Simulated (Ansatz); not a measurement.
**singlet SnH3O+ at 6 levels**

Aim: a comparison of 6 runs (BLYP/STO-3G, PBE0/STO-3G, revPBE/STO-3G, MP2/STO-3G, CCSD/STO-3G, CCSD(T)/STO-3G) of singlet SnH3O+. 

The results are computed with Ansatz 0.2.0.

58 further runs of the same task are left out: 7 that didn't finish, 51 set aside as unsound or not needed.

### Step 1. The structure to begin with

SnH3O+: 5 atoms, total charge +1, spin state singlet. SMILES of the parent species: `[OH][SnH2]`. The shape is that of a PBE0-D4/def2-TZVP optimisation. This is one conformer, not always the lowest. That shape belongs to the parent species and isn't relaxed for this state.

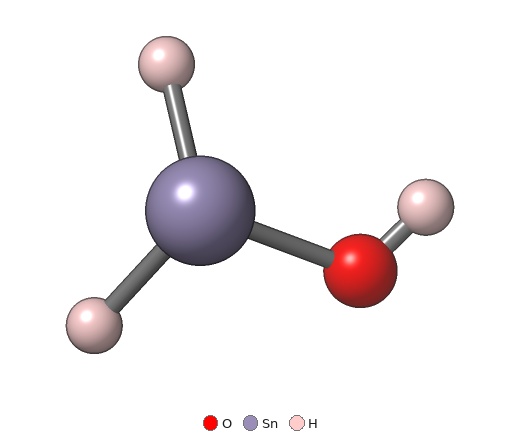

Viewed from a chosen angle; oxygen red, tin purple, hydrogen pink.

### Step 2. A single-point energy at BLYP/STO-3G (run 1)

job.yaml reads:

```yaml
crystal:
  periodic: [false, false, false]
  atoms:
    - {symbol: O, position_ang: [0.707400, -0.732900, 0.861900]}
    - {symbol: Sn, position_ang: [0.104500, 0.308800, -0.705500]}
    - {symbol: H, position_ang: [0.368600, -1.631300, 0.873200]}
    - {symbol: H, position_ang: [-1.606800, 0.061300, -0.845900]}
    - {symbol: H, position_ang: [0.476300, 1.920400, -0.224900]}
basis:
  gaussian:
    orbitals: STO-3G
total_charge: 1
hamiltonian:
  xc: {name: BLYP}
accuracy: high
```

Started as:

```
ansatz run job.yaml --threads 1 --pin off --max-ram 2610MiB --events-out events.jsonl --progress --plain --runs-dir runs
```

The log of the run:

```text
Warning: RAYON_NUM_THREADS=1 ignored (pool sized by the plan → 1); use --threads N
Functional definition: BLYP
  name "BLYP"
  parameter beta = 0.0042
  parameter a = 0.04918
  parameter b = 0.132
  parameter c = 0.2533
  parameter d = 0.349
  exchange = b88_x(beta = beta)
  correlation = lyp_c(a = a, b = b, c = c, d = d)
640 factors; integrals over basis functions are off by at most 4.8e-9 eV
mean field evaluation 1: about -164371.1918 eV, gradient 4.3e1 eV
mean field evaluation 2: about -164265.3198 eV, gradient 1.6e2 eV
mean field evaluation 4: about -164380.6045 eV, gradient 1.1e1 eV
mean field evaluation 8: about -164380.9984 eV, gradient 2.2e-2 eV
mean field evaluation 16: about -164380.9096 eV, gradient 5.8e-5 eV
mean field -164380.90963965 eV, -6040.8870078749 hartree, gradient 4.0e-8 eV, S^2 0.000000; 0 other end points of the search recorded, 0 dependent functions left out
reference -164380.90967737 eV, -6040.8870092609 hartree; 30, 30 occupied and 5, 5 virtual orbitals, 640 factors
Total energy: -164380.90967737 eV, -6040.8870092609 hartree
```

It took 1.6 s on 1 thread of Arm Neoverse V2, shared host; peak memory 0.1 GiB.

### Step 3. The energy at PBE0/STO-3G (run 2)

run.yaml reads:

```yaml
crystal:
  periodic: [false, false, false]
  atoms:
    - {symbol: O, position_ang: [0.707400, -0.732900, 0.861900]}
    - {symbol: Sn, position_ang: [0.104500, 0.308800, -0.705500]}
    - {symbol: H, position_ang: [0.368600, -1.631300, 0.873200]}
    - {symbol: H, position_ang: [-1.606800, 0.061300, -0.845900]}
    - {symbol: H, position_ang: [0.476300, 1.920400, -0.224900]}
basis:
  gaussian:
    orbitals: STO-3G
total_charge: 1
magnetization:
  spin_polarized: false
hamiltonian:
  xc: pbe0
accuracy: high
```

Started as:

```
ansatz run run.yaml --threads 1 --pin off --max-ram 2610MiB --events-out events.jsonl --progress --plain --runs-dir runs
```

The log of the run:

```text
Warning: RAYON_NUM_THREADS=1 ignored (pool sized by the plan → 1); use --threads N
Functional definition: PBE0
  name "PBE0"
  parameter a = 0.25
  parameter kappa = 0.804
  parameter beta = 0.06672455060314922
  exchange = (1 - a)*pbe_x(kappa = kappa, mu = beta*pi^2/3) + a*exact_x
  correlation = pbe_c(beta = beta)
640 factors; integrals over basis functions are off by at most 4.8e-9 eV
mean field evaluation 1: about -164367.5410 eV, gradient 4.0e1 eV
mean field evaluation 2: about -164305.1136 eV, gradient 1.3e2 eV
mean field evaluation 4: about -164375.5911 eV, gradient 4.5e0 eV
mean field evaluation 8: about -164375.6028 eV, gradient 1.8e-1 eV
mean field evaluation 16: about -164375.6030 eV, gradient 6.4e-6 eV
mean field -164375.60302585 eV, -6040.6919934144 hartree, gradient 4.9e-8 eV, S^2 0.000000; 0 other end points of the search recorded, 0 dependent functions left out
reference -164375.60302731 eV, -6040.6919934681 hartree; 30, 30 occupied and 5, 5 virtual orbitals, 640 factors
Total energy: -164375.60302731 eV, -6040.6919934681 hartree
```

Wall time 1.7 s (1 thread of Arm Neoverse V2, shared host); peak memory 0.11 GiB.

### Step 4. A single-point energy at revPBE/STO-3G (run 3)

run.yaml: that of step 3 with these lines changed.

```diff
@@ -9,9 +9,5 @@
 basis:
-  gaussian:
-    orbitals: STO-3G
+  gaussian: {orbitals: STO-3G}
 total_charge: 1
-magnetization:
-  spin_polarized: false
-hamiltonian:
-  xc: pbe0
+hamiltonian: {xc: {name: revPBE}}
 accuracy: high
```

Started as:

```
ansatz run run.yaml --threads 1 --pin off --max-ram 2610MiB --events-out events.jsonl --progress --plain --runs-dir runs
```

The log of the run:

```text
Warning: RAYON_NUM_THREADS=1 ignored (pool sized by the plan → 1); use --threads N
Functional definition: revPBE
  name "revPBE"
  parameter kappa = 1.245
  parameter beta = 0.06672455060314922
  exchange = pbe_x(kappa = kappa, mu = beta*pi^2/3)
  correlation = pbe_c(beta = beta)
640 factors; integrals over basis functions are off by at most 4.8e-9 eV
mean field evaluation 1: about -164366.2249 eV, gradient 4.2e1 eV
mean field evaluation 2: about -164264.9790 eV, gradient 1.6e2 eV
mean field evaluation 4: about -164375.4264 eV, gradient 9.4e0 eV
mean field evaluation 8: about -164375.6894 eV, gradient 3.9e-2 eV
mean field evaluation 16: about -164375.6001 eV, gradient 1.2e-3 eV
mean field -164375.60008575 eV, -6040.6918853679 hartree, gradient 8.1e-8 eV, S^2 0.000000; 0 other end points of the search recorded, 0 dependent functions left out
reference -164375.60008817 eV, -6040.6918854569 hartree; 30, 30 occupied and 5, 5 virtual orbitals, 640 factors
Total energy: -164375.60008817 eV, -6040.6918854569 hartree
```

Wall time 1.6 s (1 thread of Arm Neoverse V2, shared host); peak memory 0.1 GiB.

Runs 4 to 5 aren't shown in full; the table further down has their settings and results.

### Step 5. The energy at CCSD(T)/STO-3G (run 6)

run.yaml: that of step 4 with these lines changed.

```diff
@@ -9,5 +9,10 @@
 basis:
-  gaussian: {orbitals: STO-3G}
+  gaussian:
+    orbitals: STO-3G
 total_charge: 1
-hamiltonian: {xc: {name: revPBE}}
+correlation:
+  method: ccsd_t
+  frozen_orbitals: {H: 0, O: 1, Sn: 18}
 accuracy: high
+scf:
+  omitted_lower_state_checks: [cluster_reference, increment]
```

Started as:

```
ansatz run run.yaml --threads 1 --pin off --max-ram 2610MiB --events-out events.jsonl --progress --plain --runs-dir runs
```

The log of the run:

```text
Warning: RAYON_NUM_THREADS=1 ignored (pool sized by the plan → 1); use --threads N
[... 12 lines left out ...]
19 core orbitals not correlated: weight in the atoms' cores, before any rotation towards them, 1.000 or more for the frozen orbitals, at most 0.000 for the correlated occupied ones
[... 31 lines left out ...]
Total energy: -164323.62271257 eV, -6038.7817521349 hartree
Checks for a lower state left out: cluster_reference, increment
```

It took 0.6 s on 1 thread of Arm Neoverse V2, shared host.

### Step 6. The series

| run | level | frozen core orbitals | energy (Eh) | wall time |
| --- | --- | --- | --- | --- |
| 1 | BLYP/STO-3G | – | -6040.887009 | 1.6 s |
| 2 | PBE0/STO-3G | – | -6040.691993 | 1.7 s |
| 3 | revPBE/STO-3G | – | -6040.691885 | 1.6 s |
| 4 | MP2/STO-3G | 19 | -6038.739857 | 0.56 s |
| 5 | CCSD/STO-3G | 19 | -6038.771592 | 0.58 s |
| 6 | CCSD(T)/STO-3G | 19 | -6038.781752 | 0.6 s |

### Step 7. Summary of results

| quantity | value |
| --- | --- |
| run 6: total energy | -6038.78175 Eh |
| run 6: correlation energy (19 core orbitals frozen) | -137.9 mEh |
| run 6: (T) correction | -10.16 mEh |
| run 6: T1 diagnostic | 0.045 |

In words: Totals of different functionals can't be ranked against each other. In runs 5, 6 the T1 diagnostic is large, so a single reference may not serve. In runs 4, 5, 6 the log says that unrestricted orbitals would lower the reference, so the values rest on an unstable closed-shell determinant (other closed-shell runs at this shape may share the fault). In runs 1, 2, 3, 4, 5, 6 the basis is minimal, so the values are rough. In runs 1, 2, 3, 4, 5, 6 relativity is left out where basis or elements ask for it. All runs together took 6.8 s, the longest 1.7 s.
